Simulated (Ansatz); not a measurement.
InP: response to strain

The parent structure is InP in the zinc blende structure (space group F-43m, No. 216; a = 5.9598 Å).

Strains are applied to the cell and any free atomic positions relax.

All numbers come from PBE (Ansatz, a quantum-chemistry and plane-wave program, PAW, scalar-relativistic without spin-orbit coupling), earlier PAW set.

Notes on the quantities. energy relative to the base: free energy F.

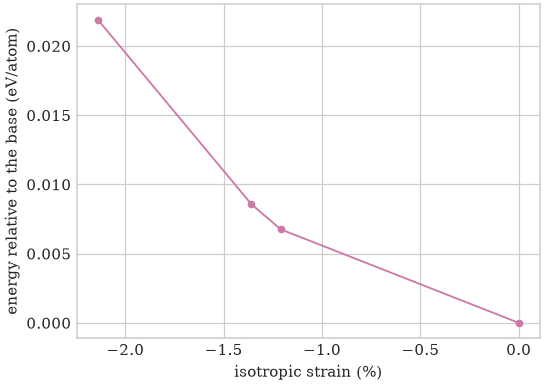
*Energy relative to the base against isotropic strain*

Task: From the plot, what is the energy relative to the base for isotropic strain −2.14 %?

Result: About 0.022 eV/atom.

Task: Is the trend monotonic over the range shown?

Result: Yes, it falls throughout, spanning 0 meV/atom to +22 meV/atom.

No phonon test of stability was made.
